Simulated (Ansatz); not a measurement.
```
atom    x (Å)    y (Å)    z (Å)
  Li   0.1236   0.2617  -2.7387
   C  -0.0138   0.0478   0.6866
  Cl  -0.1129  -0.9255  -0.8337
   H  -0.1782  -0.6639   1.4903
   H  -0.7984   0.7976   0.6559
   H   0.9797   0.4824   0.7396
```

Geometry: PBE0-D4/def2-TZVP.

All numbers below come from RKS PBE0-D4/def2-TZVPPD (Ansatz).

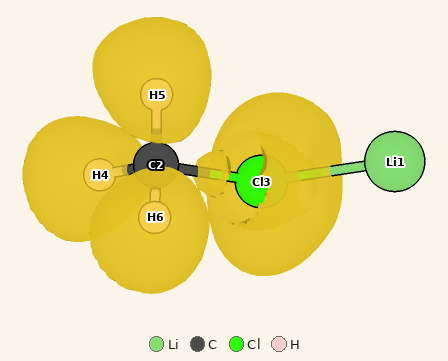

CH3ClLi (charge +1). Isosurface of the electron localisation function at 0.8 (yellow), seen from one side. Core shells and regions of very low density are left out.

### What do the ELF domains correspond to?

The surface consists of one region between bonded C–Cl atoms (shared pairs), three regions around hydrogen nuclei and one region wrapped around Cl (its valence shell).

Values along the shortest contacts:
C–Cl (1.81 Å): the ELF peaks at about 0.90 between the atoms: a shared electron pair. Li–Cl (2.26 Å): the ELF peaks at about 0.90 in the valence shell of Cl, 0.9 Å from its nucleus, and falls to about 0.05 next to Li: a closed-shell, largely ionic contact.
